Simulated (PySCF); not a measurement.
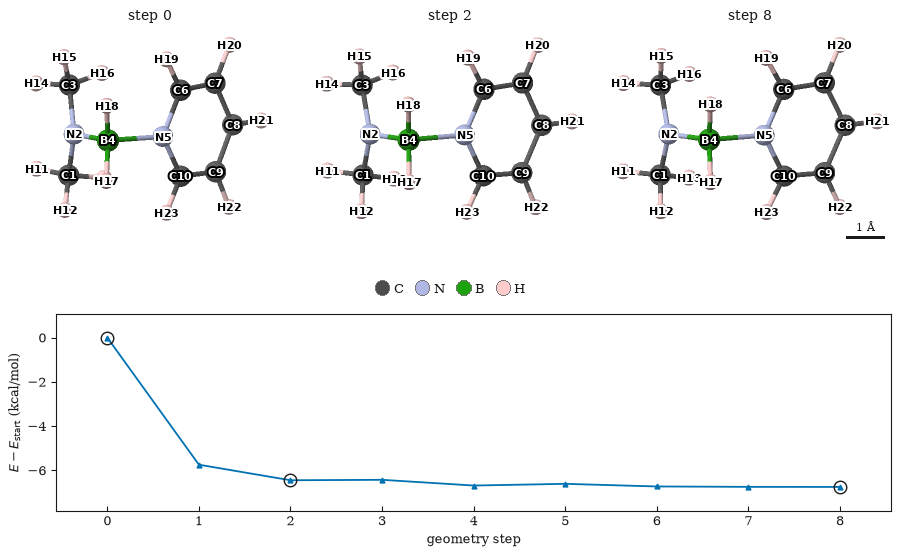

Frames of a relaxation of C$_{7}$H$_{13}$BN$_{2}$, marked on the history of the run. A ball-and-stick model, seen at a tilt.

The start comes from GFN2-xTB. Its atoms were then displaced at random by about 0.01 Å.

Computed with PBE0-D3(BJ)/def2-SVP geometry optimisation, gas phase in PySCF. 

What happens along the run?

Answer. Over 8 geometry steps the energy falls by 6.75 kcal/mol. The largest move after the best rigid fit is that of H21, 0.48 Å. By element the largest moves are H 0.48 Å, C 0.35 Å, N 0.19 Å, B 0.13 Å. Among the contacts that change: B4–H17 1.176 → 1.227 Å, B4–H18 1.189 → 1.227 Å, C1–H11 1.072 → 1.106 Å, B4–N5 1.637 → 1.667 Å. Bond angles that change, for instance: N2–B4–N5 99.3° → 106.2°, N2–C1–H13 109.5° → 114.2°, H11–C1–H12 111.4° → 107.8°. Cost: 4 min on 1 thread of Arm Neoverse V1, with other jobs on the host. From step 0 to 2: H21 moves most (0.31 Å), energy −6.44 kcal/mol. From step 2 to 8: H21 moves most (0.17 Å), energy −0.30 kcal/mol.

```tsv
step	E − E(0), kcal/mol
0	0.00
1	-5.74
2	-6.44
3	-6.42
4	-6.68
5	-6.61
6	-6.72
7	-6.74
8	-6.75
```
